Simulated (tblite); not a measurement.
## Run report: C4H4F2, geometry relaxation

System: C4H4F2, SMILES CC1=CC1(F)F.
Method: GFN2-xTB geometry optimisation, gas phase (tblite 0.8.0).

It belongs to a series of runs on one base structure; here: constitutional isomer.

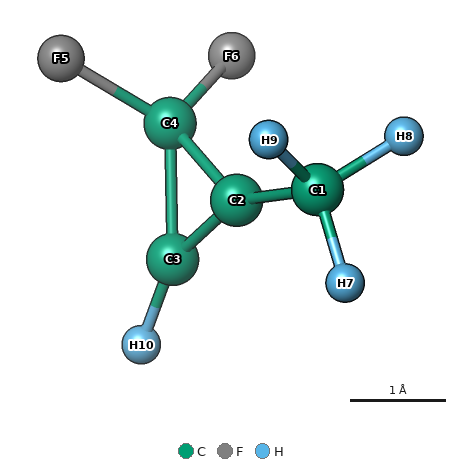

**Figure 1.** The input geometry (ball-and-stick view, seen at a tilt; atoms are numbered from 1 in the order of the input). Bond lengths as drawn: C–C 1.29 to 1.45 Å, C–F 1.36 to 1.39 Å and C–H 1.06 to 1.10 Å.

Results in brief

| quantity | value |
| --- | --- |
| outcome | converged |
| total energy | −543.8179 eV |
| hardware | 1 CPU thread, shared host |
| peak memory | 0.18 GiB |

Input
```
{"job": {"kind": "relax", "xc": "GFN2-xTB", "basis": "xTB"}, "charge": 0, "multiplicity": 1}
C      1.445100    -0.254100     0.010100
C     -0.000500    -0.197300    -0.108800
C     -1.170000    -0.640200    -0.417200
C     -1.094200     0.650000     0.199000
F     -1.517500     0.825000     1.507600
F     -1.334400     1.795000    -0.501100
H      1.829200    -1.181200    -0.408400
H      1.904600     0.584000    -0.526700
H      1.754700    -0.194000     1.058700
H     -1.808000    -1.382500    -0.835700
```

The first line tells a small driver script what to run in tblite; the rest is the geometry in Å.

Launch command:
```bash
OMP_NUM_THREADS=1 python <driver script> task.json out
```

What the program printed
```
step      E/eV     max force
  0    -543.67828    3.122
  1    -543.63332    4.489
  2    -543.78030    0.430
  3    -543.78974    0.343
  4    -543.80158    0.343
  5    -543.80692    0.218
  6    -543.80904    0.108
  7    -543.81047    0.130
  8    -543.81150    0.136
  9    -543.81230    0.083
 10    -543.81299    0.080
 11    -543.81368    0.103
 12    -543.81434    0.108
 13    -543.81496    0.096
 14    -543.81565    0.102
 15    -543.81644    0.105
 16    -543.81714    0.100
 17    -543.81754    0.056
 18    -543.81770    0.033
 19    -543.81780    0.033
 20    -543.81786    0.031
 21    -543.81789    0.019
 22    -543.81790    0.010
```

Trajectory as extended XYZ (Å, eV, eV/Å), 23 frames, from step=0 to step=22
```
10
Properties=species:S:1:pos:R:3:forces:R:3 step=0 energy=-543.67828
C     1.4451   -0.2541    0.0101    0.6890  -0.2090  -0.1270
C    -0.0005   -0.1973   -0.1088    3.1020  -0.0670   0.3480
C    -1.1700   -0.6402   -0.4172   -2.0170  -1.8410  -1.1220
C    -1.0942    0.6500    0.1990   -1.4310   1.6920   1.1160
F    -1.5175    0.8250    1.5076    0.0320   0.3290  -0.5420
F    -1.3344    1.7950   -0.5011   -0.1870   0.1720   0.3290
H     1.8292   -1.1812   -0.4084    0.0470  -0.0740  -0.0280
H     1.9046    0.5840   -0.5267   -0.1460  -0.0870   0.1420
H     1.7547   -0.1940    1.0587   -0.1520   0.0720  -0.1430
H    -1.8080   -1.3825   -0.8357    0.0610   0.0150   0.0260
10
Properties=species:S:1:pos:R:3:forces:R:3 step=1 energy=-543.63332
C     1.4550   -0.2571    0.0083    1.3830  -0.1920   0.0260
C     0.0438   -0.1983   -0.1038   -4.2320  -0.4300  -0.5040
C    -1.1988   -0.6665   -0.4332    3.3930   2.5450   1.4700
C    -1.1146    0.6742    0.2149    0.5210  -1.6250  -0.5660
F    -1.5170    0.8297    1.4999   -0.2030   0.4410   0.0820
F    -1.3370    1.7974   -0.4964   -0.2690   0.4870   0.1590
H     1.8298   -1.1823   -0.4088    0.2140  -0.2250  -0.0910
H     1.9025    0.5828   -0.5247    0.0600   0.0440   0.0470
H     1.7525   -0.1930    1.0566    0.0210   0.0630  -0.0080
H    -1.8071   -1.3823   -0.8353   -0.8880  -1.1080  -0.6140
10
Properties=species:S:1:pos:R:3:forces:R:3 step=2 energy=-543.78030
C     1.4653   -0.2587    0.0083    0.1990  -0.1150  -0.0450
C     0.0205   -0.2012   -0.1066   -0.3090   0.0280   0.0580
C    -1.1794   -0.6525   -0.4252    0.2460   0.1220   0.0350
C    -1.1135    0.6661    0.2130    0.0240  -0.4070  -0.1360
F    -1.5184    0.8332    1.4996   -0.1740   0.3820   0.0170
F    -1.3391    1.8010   -0.4948   -0.2210   0.2950   0.2210
H     1.8313   -1.1839   -0.4094    0.2230  -0.2530  -0.1060
H     1.9026    0.5829   -0.5242    0.0610   0.0610   0.0100
H     1.7524   -0.1924    1.0563    0.0190   0.0450   0.0240
H    -1.8130   -1.3897   -0.8394   -0.0680  -0.1590  -0.0800
10
Properties=species:S:1:pos:R:3:forces:R:3 step=3 energy=-543.78974
C     1.4683   -0.2606    0.0075    0.0730  -0.1130  -0.0570
C     0.0186   -0.2007   -0.1053    0.1090  -0.0090   0.0610
C    -1.1777   -0.6523   -0.4257   -0.0090  -0.1130  -0.0890
C    -1.1139    0.6610    0.2115   -0.1270   0.0000  -0.0090
F    -1.5210    0.8393    1.4995   -0.1360   0.3070  -0.0690
F    -1.3426    1.8055   -0.4912   -0.1730   0.1260   0.2540
H     1.8348   -1.1879   -0.4111    0.1840  -0.1710  -0.0700
H     1.9035    0.5838   -0.5240    0.0530   0.0250   0.0160
H     1.7526   -0.1917    1.0567    0.0260   0.0280   0.0020
H    -1.8137   -1.3918   -0.8404    0.0010  -0.0810  -0.0380
10
Properties=species:S:1:pos:R:3:forces:R:3 step=4 energy=-543.80158
C     1.4749   -0.2658    0.0051   -0.0960  -0.0690  -0.0440
C     0.0185   -0.2009   -0.1027    0.3400  -0.0060   0.0420
C    -1.1748   -0.6545   -0.4282   -0.2210  -0.2250  -0.1360
C    -1.1188    0.6565    0.2104   -0.1270   0.2580   0.0520
F    -1.5275    0.8541    1.4971   -0.0990   0.1570  -0.1000
F    -1.3511    1.8137   -0.4803   -0.1050  -0.0510   0.2020
H     1.8434   -1.1965   -0.4147    0.1130  -0.0260  -0.0070
H     1.9058    0.5853   -0.5232    0.0420  -0.0550   0.0220
H     1.7535   -0.1902    1.0568    0.0440  -0.0150  -0.0510
H    -1.8151   -1.3971   -0.8430    0.1100   0.0310   0.0210
10
Properties=species:S:1:pos:R:3:forces:R:3 step=5 energy=-543.80692
C     1.4784   -0.2703    0.0030   -0.1250  -0.0270  -0.0210
C     0.0200   -0.2013   -0.1008    0.1890  -0.0060  -0.0010
C    -1.1738   -0.6571   -0.4306   -0.1500  -0.0890  -0.0460
C    -1.1228    0.6559    0.2098   -0.0420   0.2080   0.0480
F    -1.5334    0.8663    1.4942   -0.0780   0.0420  -0.0750
F    -1.3585    1.8185   -0.4701   -0.0670  -0.0880   0.0960
H     1.8509   -1.2024   -0.4170    0.0570   0.0600   0.0290
H     1.9080    0.5851   -0.5222    0.0320  -0.1020   0.0190
H     1.7549   -0.1895    1.0559    0.0530  -0.0450  -0.0770
H    -1.8147   -1.4006   -0.8447    0.1300   0.0480   0.0290
10
Properties=species:S:1:pos:R:3:forces:R:3 step=6 energy=-543.80904
C     1.4784   -0.2726    0.0018   -0.0720  -0.0100  -0.0060
C     0.0209   -0.2016   -0.1003    0.0190   0.0100  -0.0160
C    -1.1740   -0.6578   -0.4313   -0.0500   0.0360   0.0280
C    -1.1244    0.6574    0.2098    0.0200   0.0760   0.0290
F    -1.5374    0.8722    1.4921   -0.0690  -0.0090  -0.0300
F    -1.3628    1.8196   -0.4646   -0.0550  -0.0420   0.0090
H     1.8550   -1.2039   -0.4175    0.0270   0.0690   0.0320
H     1.9094    0.5833   -0.5215    0.0260  -0.1000   0.0070
H     1.7564   -0.1900    1.0543    0.0500  -0.0540  -0.0670
H    -1.8126   -1.4018   -0.8452    0.1040   0.0240   0.0150
10
Properties=species:S:1:pos:R:3:forces:R:3 step=7 energy=-543.81047
C     1.4770   -0.2742    0.0010   -0.0010   0.0000   0.0040
C     0.0213   -0.2015   -0.1003   -0.0930   0.0280  -0.0140
C    -1.1747   -0.6572   -0.4310    0.0290   0.1070   0.0680
C    -1.1247    0.6593    0.2102    0.0400  -0.0230   0.0180
F    -1.5413    0.8755    1.4904   -0.0600  -0.0330   0.0130
F    -1.3666    1.8195   -0.4612   -0.0480   0.0140  -0.0540
H     1.8581   -1.2035   -0.4172    0.0060   0.0390   0.0170
H     1.9109    0.5802   -0.5210    0.0240  -0.0700  -0.0120
H     1.7583   -0.1915    1.0519    0.0400  -0.0520  -0.0360
H    -1.8094   -1.4021   -0.8453    0.0630  -0.0100  -0.0040
10
Properties=species:S:1:pos:R:3:forces:R:3 step=8 energy=-543.81150
C     1.4755   -0.2752    0.0005    0.0460   0.0040   0.0090
C     0.0209   -0.2008   -0.1005   -0.1090   0.0430   0.0030
C    -1.1756   -0.6553   -0.4298    0.0580   0.1040   0.0650
C    -1.1244    0.6610    0.2111    0.0200  -0.0500   0.0100
F    -1.5451    0.8770    1.4893   -0.0480  -0.0380   0.0410
F    -1.3701    1.8194   -0.4600   -0.0390   0.0430  -0.0790
H     1.8603   -1.2023   -0.4166   -0.0090  -0.0070  -0.0050
H     1.9124    0.5766   -0.5210    0.0240  -0.0270  -0.0310
H     1.7605   -0.1936    1.0496    0.0300  -0.0430   0.0030
H    -1.8055   -1.4022   -0.8452    0.0280  -0.0290  -0.0150
10
Properties=species:S:1:pos:R:3:forces:R:3 step=9 energy=-543.81230
C     1.4747   -0.2760    0.0003    0.0580   0.0050   0.0080
C     0.0202   -0.1993   -0.1004   -0.0550   0.0500   0.0250
C    -1.1764   -0.6529   -0.4282    0.0470   0.0500   0.0330
C    -1.1242    0.6626    0.2123   -0.0190  -0.0220   0.0050
F    -1.5490    0.8773    1.4891   -0.0360  -0.0310   0.0460
F    -1.3735    1.8198   -0.4604   -0.0270   0.0390  -0.0680
H     1.8617   -1.2014   -0.4162   -0.0250  -0.0450  -0.0230
H     1.9141    0.5731   -0.5216    0.0260   0.0100  -0.0420
H     1.7629   -0.1961    1.0478    0.0210  -0.0300   0.0330
H    -1.8016   -1.4025   -0.8452    0.0090  -0.0270  -0.0150
10
Properties=species:S:1:pos:R:3:forces:R:3 step=10 energy=-543.81299
C     1.4749   -0.2765    0.0001    0.0440   0.0050   0.0040
C     0.0195   -0.1971   -0.0998    0.0210   0.0500   0.0410
C    -1.1767   -0.6505   -0.4265    0.0220  -0.0140  -0.0060
C    -1.1247    0.6642    0.2136   -0.0520   0.0200  -0.0010
F    -1.5531    0.8770    1.4896   -0.0230  -0.0180   0.0310
F    -1.3770    1.8206   -0.4619   -0.0160   0.0150  -0.0360
H     1.8625   -1.2014   -0.4162   -0.0420  -0.0610  -0.0310
H     1.9160    0.5703   -0.5229    0.0250   0.0300  -0.0410
H     1.7653   -0.1989    1.0468    0.0150  -0.0180   0.0440
H    -1.7978   -1.4031   -0.8455    0.0060  -0.0090  -0.0060
10
Properties=species:S:1:pos:R:3:forces:R:3 step=11 energy=-543.81368
C     1.4760   -0.2770    0.0001    0.0150   0.0060   0.0000
C     0.0191   -0.1938   -0.0983    0.0820   0.0410   0.0480
C    -1.1765   -0.6482   -0.4249    0.0060  -0.0620  -0.0350
C    -1.1263    0.6662    0.2149   -0.0650   0.0460  -0.0070
F    -1.5578    0.8765    1.4907   -0.0110  -0.0020   0.0020
F    -1.3810    1.8217   -0.4639   -0.0080  -0.0170   0.0060
H     1.8625   -1.2027   -0.4169   -0.0640  -0.0530  -0.0290
H     1.9186    0.5680   -0.5250    0.0220   0.0310  -0.0270
H     1.7682   -0.2021    1.0466    0.0110  -0.0060   0.0340
H    -1.7938   -1.4038   -0.8458    0.0120   0.0160   0.0080
10
Properties=species:S:1:pos:R:3:forces:R:3 step=12 energy=-543.81434
C     1.4777   -0.2774    0.0000   -0.0120   0.0080  -0.0010
C     0.0193   -0.1900   -0.0960    0.0970   0.0260   0.0410
C    -1.1754   -0.6465   -0.4236    0.0100  -0.0720  -0.0420
C    -1.1288    0.6683    0.2158   -0.0490   0.0380  -0.0120
F    -1.5627    0.8762    1.4918   -0.0030   0.0120  -0.0290
F    -1.3852    1.8226   -0.4657   -0.0050  -0.0380   0.0390
H     1.8612   -1.2050   -0.4182   -0.0840  -0.0250  -0.0180
H     1.9215    0.5663   -0.5275    0.0160   0.0150  -0.0030
H     1.7711   -0.2053    1.0471    0.0110   0.0030   0.0080
H    -1.7899   -1.4045   -0.8461    0.0200   0.0340   0.0180
10
Properties=species:S:1:pos:R:3:forces:R:3 step=13 energy=-543.81496
C     1.4794   -0.2777    0.0000   -0.0270   0.0100   0.0000
C     0.0202   -0.1858   -0.0932    0.0650   0.0090   0.0230
C    -1.1732   -0.6456   -0.4228    0.0290  -0.0460  -0.0280
C    -1.1318    0.6701    0.2162   -0.0090   0.0030  -0.0130
F    -1.5673    0.8761    1.4923   -0.0010   0.0190  -0.0500
F    -1.3892    1.8231   -0.4668   -0.0070  -0.0410   0.0510
H     1.8582   -1.2077   -0.4198   -0.0960   0.0070  -0.0050
H     1.9245    0.5650   -0.5299    0.0100  -0.0080   0.0210
H     1.7741   -0.2082    1.0476    0.0130   0.0100  -0.0210
H    -1.7861   -1.4047   -0.8462    0.0230   0.0370   0.0210
10
Properties=species:S:1:pos:R:3:forces:R:3 step=14 energy=-543.81565
C     1.4810   -0.2776    0.0000   -0.0270   0.0100   0.0040
C     0.0217   -0.1811   -0.0897    0.0060  -0.0070  -0.0020
C    -1.1699   -0.6451   -0.4223    0.0490  -0.0010  -0.0030
C    -1.1349    0.6716    0.2163    0.0390  -0.0400  -0.0090
F    -1.5723    0.8764    1.4921   -0.0040   0.0200  -0.0540
F    -1.3937    1.8231   -0.4672   -0.0120  -0.0270   0.0450
H     1.8531   -1.2105   -0.4216   -0.0960   0.0340   0.0070
H     1.9279    0.5635   -0.5321    0.0050  -0.0280   0.0410
H     1.7776   -0.2111    1.0479    0.0180   0.0150  -0.0440
H    -1.7816   -1.4043   -0.8460    0.0210   0.0240   0.0150
10
Properties=species:S:1:pos:R:3:forces:R:3 step=15 energy=-543.81644
C     1.4823   -0.2774    0.0002   -0.0140   0.0080   0.0070
C     0.0238   -0.1757   -0.0857   -0.0540  -0.0180  -0.0260
C    -1.1652   -0.6447   -0.4218    0.0550   0.0430   0.0230
C    -1.1378    0.6727    0.2163    0.0780  -0.0700   0.0000
F    -1.5782    0.8769    1.4909   -0.0080   0.0150  -0.0390
F    -1.3992    1.8224   -0.4669   -0.0140  -0.0020   0.0220
H     1.8449   -1.2132   -0.4236   -0.0810   0.0440   0.0110
H     1.9321    0.5613   -0.5339    0.0040  -0.0350   0.0500
H     1.7821   -0.2142    1.0474    0.0240   0.0200  -0.0500
H    -1.7760   -1.4034   -0.8454    0.0120  -0.0040   0.0010
10
Properties=species:S:1:pos:R:3:forces:R:3 step=16 energy=-543.81714
C     1.4829   -0.2769    0.0004    0.0030   0.0040   0.0080
C     0.0258   -0.1709   -0.0823   -0.0760  -0.0200  -0.0360
C    -1.1604   -0.6441   -0.4212    0.0330   0.0550   0.0300
C    -1.1393    0.6732    0.2165    0.0790  -0.0600   0.0080
F    -1.5838    0.8774    1.4890   -0.0110   0.0070  -0.0100
F    -1.4044    1.8214   -0.4664   -0.0110   0.0180  -0.0040
H     1.8356   -1.2149   -0.4253   -0.0530   0.0290   0.0060
H     1.9361    0.5586   -0.5348    0.0080  -0.0240   0.0430
H     1.7868   -0.2168    1.0461    0.0280   0.0220  -0.0340
H    -1.7703   -1.4025   -0.8446    0.0010  -0.0320  -0.0130
10
Properties=species:S:1:pos:R:3:forces:R:3 step=17 energy=-543.81754
C     1.4828   -0.2765    0.0008    0.0090   0.0000   0.0060
C     0.0266   -0.1684   -0.0809   -0.0470  -0.0130  -0.0270
C    -1.1579   -0.6434   -0.4207   -0.0030   0.0300   0.0160
C    -1.1390    0.6732    0.2169    0.0420  -0.0180   0.0100
F    -1.5872    0.8776    1.4876   -0.0080   0.0010   0.0110
F    -1.4076    1.8208   -0.4661   -0.0030   0.0210  -0.0130
H     1.8290   -1.2152   -0.4262   -0.0260   0.0010  -0.0050
H     1.9386    0.5566   -0.5344    0.0130  -0.0030   0.0270
H     1.7901   -0.2179    1.0447    0.0260   0.0210  -0.0080
H    -1.7667   -1.4022   -0.8443   -0.0030  -0.0400  -0.0180
10
Properties=species:S:1:pos:R:3:forces:R:3 step=18 energy=-543.81770
C     1.4827   -0.2763    0.0010    0.0030  -0.0020   0.0030
C     0.0266   -0.1678   -0.0809   -0.0100  -0.0060  -0.0130
C    -1.1575   -0.6429   -0.4204   -0.0240   0.0010   0.0000
C    -1.1382    0.6733    0.2174    0.0050   0.0120   0.0070
F    -1.5885    0.8777    1.4872   -0.0020   0.0000   0.0150
F    -1.4087    1.8208   -0.4662    0.0050   0.0120  -0.0080
H     1.8262   -1.2152   -0.4265   -0.0120  -0.0140  -0.0100
H     1.9397    0.5557   -0.5338    0.0140   0.0090   0.0140
H     1.7918   -0.2179    1.0440    0.0210   0.0180   0.0060
H    -1.7653   -1.4027   -0.8444    0.0000  -0.0300  -0.0130
10
Properties=species:S:1:pos:R:3:forces:R:3 step=19 energy=-543.81780
C     1.4827   -0.2763    0.0011   -0.0030  -0.0030  -0.0010
C     0.0264   -0.1678   -0.0813    0.0120  -0.0010  -0.0020
C    -1.1579   -0.6427   -0.4203   -0.0290  -0.0140  -0.0090
C    -1.1376    0.6735    0.2177   -0.0190   0.0230   0.0010
F    -1.5890    0.8777    1.4873    0.0040   0.0000   0.0100
F    -1.4090    1.8210   -0.4663    0.0090   0.0020   0.0000
H     1.8247   -1.2153   -0.4268   -0.0040  -0.0160  -0.0090
H     1.9405    0.5555   -0.5331    0.0120   0.0120   0.0060
H     1.7929   -0.2174    1.0438    0.0140   0.0120   0.0090
H    -1.7647   -1.4036   -0.8447    0.0050  -0.0160  -0.0060
10
Properties=species:S:1:pos:R:3:forces:R:3 step=20 energy=-543.81786
C     1.4827   -0.2763    0.0012   -0.0070  -0.0020  -0.0030
C     0.0261   -0.1678   -0.0816    0.0150   0.0020   0.0050
C    -1.1584   -0.6426   -0.4202   -0.0200  -0.0140  -0.0090
C    -1.1375    0.6738    0.2179   -0.0260   0.0170  -0.0040
F    -1.5893    0.8778    1.4876    0.0080   0.0010   0.0030
F    -1.4091    1.8213   -0.4664    0.0100  -0.0020   0.0050
H     1.8235   -1.2158   -0.4272    0.0000  -0.0090  -0.0040
H     1.9412    0.5556   -0.5325    0.0070   0.0070   0.0020
H     1.7940   -0.2169    1.0437    0.0050   0.0060   0.0040
H    -1.7643   -1.4045   -0.8451    0.0090  -0.0040   0.0000
10
Properties=species:S:1:pos:R:3:forces:R:3 step=21 energy=-543.81789
C     1.4827   -0.2764    0.0012   -0.0070  -0.0010  -0.0020
C     0.0260   -0.1678   -0.0816    0.0040   0.0030   0.0060
C    -1.1588   -0.6426   -0.4203   -0.0060  -0.0060  -0.0040
C    -1.1379    0.6740    0.2179   -0.0180   0.0030  -0.0050
F    -1.5893    0.8779    1.4878    0.0080   0.0010  -0.0010
F    -1.4090    1.8215   -0.4664    0.0080  -0.0010   0.0050
H     1.8229   -1.2162   -0.4275    0.0010  -0.0010   0.0000
H     1.9417    0.5558   -0.5321    0.0020   0.0000   0.0020
H     1.7946   -0.2165    1.0438    0.0000   0.0010  -0.0030
H    -1.7640   -1.4052   -0.8454    0.0090   0.0000   0.0020
10
Properties=species:S:1:pos:R:3:forces:R:3 step=22 energy=-543.81790
C     1.4826   -0.2764    0.0012   -0.0040   0.0000  -0.0010
C     0.0259   -0.1677   -0.0815   -0.0050   0.0030   0.0040
C    -1.1589   -0.6427   -0.4204    0.0030   0.0010   0.0000
C    -1.1383    0.6741    0.2178   -0.0080  -0.0050  -0.0030
F    -1.5893    0.8780    1.4879    0.0050   0.0010  -0.0010
F    -1.4088    1.8216   -0.4662    0.0050   0.0020   0.0020
H     1.8226   -1.2164   -0.4276    0.0000   0.0030   0.0020
H     1.9420    0.5559   -0.5319   -0.0010  -0.0040   0.0010
H     1.7949   -0.2163    1.0437   -0.0020  -0.0010  -0.0050
H    -1.7637   -1.4054   -0.8454    0.0070  -0.0010   0.0010
```

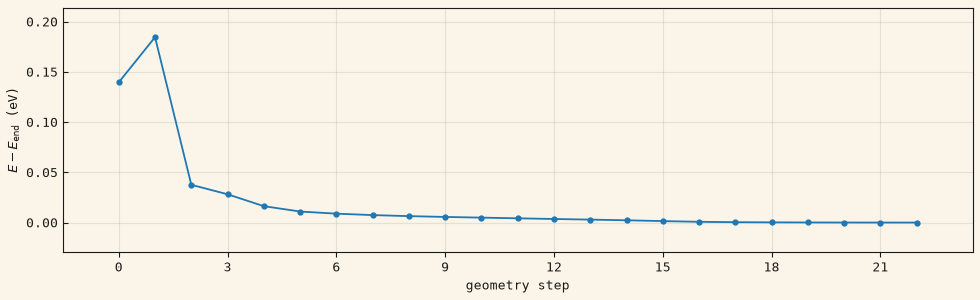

**Figure 2.** Progress of the relaxation, step by step (steps are counted from 0).

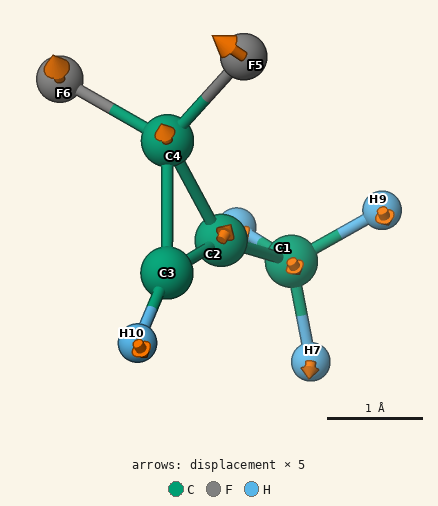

**Figure 3.** The starting structure with the displacements as orange arrows, magnified 5 times (ball-and-stick view, seen at a tilt). The two geometries are laid on each other by the best rigid fit. F5 moves most after the best rigid fit: 0.091 Å. Largest moves by element: F 0.091 Å, C 0.054 Å, H 0.051 Å. Among the contacts that change: C2–C4 1.417 → 1.468 Å, C2–C3 1.288 → 1.321 Å, C3–C4 1.432 → 1.463 Å, C4–F5 1.386 → 1.363 Å. Among the angles that change: C1–C2–C4 140.7° → 145.2°, C1–C2–C3 155.6° → 151.8°, F5–C4–F6 109.0° → 106.0°. The energy falls by 0.140 eV in 22 geometry steps. The largest force component goes from 3.1 to 0.008 eV/Å. (Atoms are counted from 1 in the order of the input.)
